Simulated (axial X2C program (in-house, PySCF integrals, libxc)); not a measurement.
Run report: OsP⁺, relativistic diatomic calculation

OsP⁺, single determinant with Ω = 3. Level asked for: BP86, two-component X2C with atomic mean-field Coulomb and Gaunt terms, Os dyall-cv3z, P dyall-v3z (cores contracted) (axial X2C program (in-house, PySCF integrals, libxc)).

### Input
```
{"zs": [76, 15], "q": 1, "bas": ["dyall-cv3z", "dyall-v3z"], "levels": ["PBE0", "HF", "BP86"], "cc": true, "r0": 2.18, "thr": -2.0, "nmax": 90, "npts": 10, "nst": 2, "ntry": 6}
```

The line is the task of a batch: nuclear charges, charge, bases, the levels to run, a first guess of the distance and further settings. This report covers BP86 with spin-orbit coupling. The log is that of the reference distance 2.036 Å.

The run was one of a batch that the task file lists, launched with:
```bash
python <driver script> task.json out
```

### Output
```
two-component X2C + atomic mean field  BP86
basis functions 224  fitting functions 1173  grid points 5078
iter        total energy     max residual
   1     -17599.740923498     3.18e-01
   2     -17599.747988508     1.21e-02
   3     -17599.748809458     3.01e-02
   4     -17599.749053786     3.56e-02
   5     -17599.749402312     1.81e-03
   6     -17599.749450651     2.57e-03
   7     -17599.749459112     3.56e-04
   8     -17599.749459550     2.09e-04
   9     -17599.749459974     8.20e-05
  10     -17599.749460024     2.11e-05
  11     -17599.749460033     9.16e-06
converged
one-electron -24690.25712890  Coulomb 7179.73200169  exact exchange 0.00000000  xc functional -370.07543236  nuclear repulsion 296.29765248  atomic mean-field constant -15.44655294
```

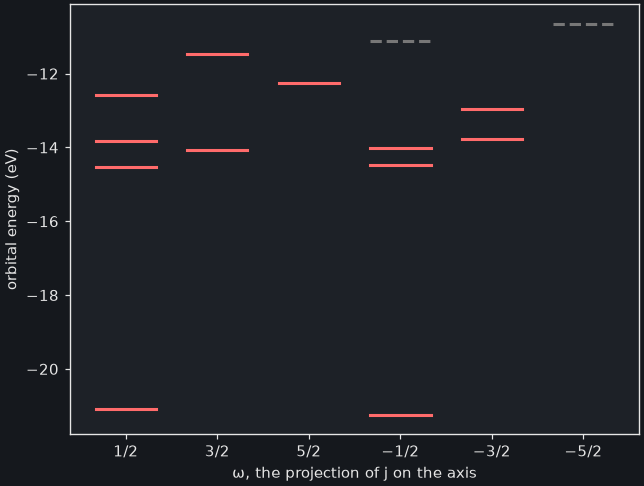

Figure 1. Orbital energies near the frontier at 2.04 Å, filled (solid) and empty (dashed). The highest filled spinor (3/2; 94 % Os d, 4 % P p) lies at −11.47 eV, the lowest empty one (−1/2; 39 % Os s, 37 % Os d) at −11.11 eV.

### Outcome

| quantity | value |
| --- | --- |
| outcome | not converged in a step after the SCF shown |
| hardware | 1 thread of AMD EPYC (Zen 3), 24 GiB of memory available, shared host |
| wall time | 5.8 s |
| peak memory | 0.82 GiB |

### What went wrong

The SCF whose log is shown converged, but a later step did not. The run therefore gave no full result.
